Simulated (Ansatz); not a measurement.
The starting structures come from a database of crystals and need not be the phases stable at ambient conditions.

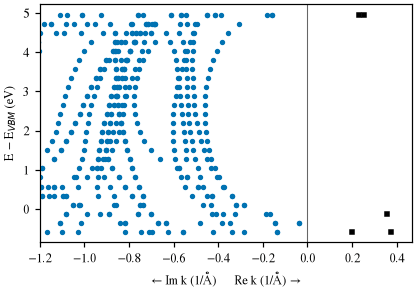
*Complex bands at the centre of the two-dimensional zone; PBEsol (Ansatz, a program for electronic structure)*

The gap is the functional's own, uncorrected, and κ follows it; spin-orbit coupling is left out. Mid-gap values are interpolated between the computed energies.

**Question.** This is LaPO$_{4}$ (P6_222, not sure to be the ambient phase, 18 atoms a cell, 16.2 Å³ an atom) along the normal of (100). Read off the slowest decay at the centre of the two-dimensional zone at 2.42 eV, the computed energy nearest the middle of the gap.

**Answer.** κ ≈ 0.46 1/Å, a decay length 1/(2κ) of the density of 1.1 Å.
